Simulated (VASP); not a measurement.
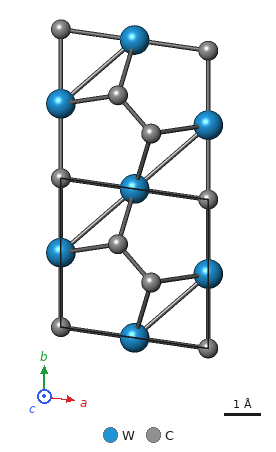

Crystalline W₂C₃ (a generated structure, set up in Cmmm), before the relaxation. Style: ball-and-stick. Shown: the cell of the calculation, repeated 1 × 2 × 1 with one cell outlined, along the c axis.

The run lets cell and atoms move.

Level of theory: VASP 6.6.1, Kohn-Sham DFT of a periodic cell, PBE, VASP PAW PBE potentials, recommended.

Input file:
```
PREC = Accurate
ENCUT = 520
EDIFF = 1E-6
ISMEAR = 0
SIGMA = 0.1
LREAL = False
LASPH = True
NELM = 120
ALGO = Normal
ISIF = 3
LWAVE = False
LCHARG = False
GGA = PE
IBRION = 2
NSW = 90
EDIFFG = -0.01
KPAR = 4
```

Launched with:
```bash
cat potpaw_PBE.64/W_sv/POTCAR potpaw_PBE.64/C/POTCAR > POTCAR
mpirun -np 4 vasp_std > vasp.out
```

The structure:
```
CELL_PARAMETERS angstrom
2.76000 -3.18900 0.00000
2.76000 3.18900 0.00000
0.00000 0.00000 3.04400
ATOMIC_POSITIONS crystal
W 0.50000 0.00000 0.50000
W 0.00000 0.50000 0.50000
C 0.61250 0.38750 0.00000
C 0.38750 0.61250 0.00000
C 0.00000 0.00000 0.50000
```

### Predict the outcome.

The energy falls by 14.3 meV per atom in 11 geometry steps. The largest force component goes from 0.069 to 0.0045 eV/Å. Pressure: 3.11 GPa at the start and −0.04 GPa at the end. The largest moves relative to the cell, 0.010 Å, are those of C atoms. W stays in place. The drawn cell changes at constant volume: a = b 4.218 → 4.238 Å (+0.5 %), c 3.044 → 2.996 Å (−1.6 %), γ 98.2° → 95.4°. Near-neighbour distances that change, for instance: W–W 2.760 → 2.852 Å, W–W 3.189 → 3.134 Å, W–W 3.044 → 2.996 Å, C–W 2.109 → 2.119 Å. Bond angles that change, for instance: W–C–W 76.3° → 79.2°, W–C–W 98.2° → 95.4°, W–C–W 81.8° → 84.6°. The space group stays Cmmm (No. 65).

History of the run:

```json
{"step": "0", "E − E(0), meV/atom": "0.00", "largest force component, eV/Å": "0.0687", "pressure, GPa": "3.11", "volume, Å³/atom": "10.717"}
{"step": "1", "E − E(0), meV/atom": "-2.73", "largest force component, eV/Å": "0.2731", "pressure, GPa": "-9.02", "volume, Å³/atom": "11.036"}
{"step": "2", "E − E(0), meV/atom": "-8.81", "largest force component, eV/Å": "0.1050", "pressure, GPa": "-3.85", "volume, Å³/atom": "10.892"}
{"step": "3", "E − E(0), meV/atom": "-12.00", "largest force component, eV/Å": "0.4871", "pressure, GPa": "1.82", "volume, Å³/atom": "10.646"}
{"step": "4", "E − E(0), meV/atom": "-13.10", "largest force component, eV/Å": "0.2679", "pressure, GPa": "-0.12", "volume, Å³/atom": "10.727"}
{"step": "5", "E − E(0), meV/atom": "-13.99", "largest force component, eV/Å": "0.1483", "pressure, GPa": "0.66", "volume, Å³/atom": "10.689"}
{"step": "6", "E − E(0), meV/atom": "-14.00", "largest force component, eV/Å": "0.1315", "pressure, GPa": "0.62", "volume, Å³/atom": "10.690"}
{"step": "7", "E − E(0), meV/atom": "-14.24", "largest force component, eV/Å": "0.0667", "pressure, GPa": "-0.20", "volume, Å³/atom": "10.722"}
{"step": "8", "E − E(0), meV/atom": "-14.35", "largest force component, eV/Å": "0.0037", "pressure, GPa": "0.07", "volume, Å³/atom": "10.711"}
{"step": "9", "E − E(0), meV/atom": "-14.35", "largest force component, eV/Å": "0.0064", "pressure, GPa": "0.09", "volume, Å³/atom": "10.711"}
{"step": "10", "E − E(0), meV/atom": "-14.35", "largest force component, eV/Å": "0.0027", "pressure, GPa": "-0.12", "volume, Å³/atom": "10.717"}
{"step": "11", "E − E(0), meV/atom": "-14.35", "largest force component, eV/Å": "0.0045", "pressure, GPa": "-0.04", "volume, Å³/atom": "10.714"}
```

The end point in the same view:

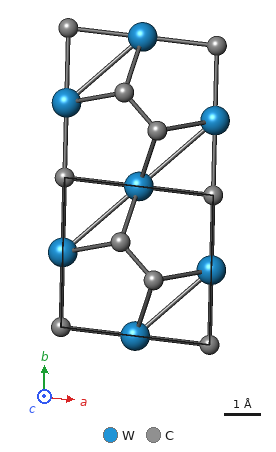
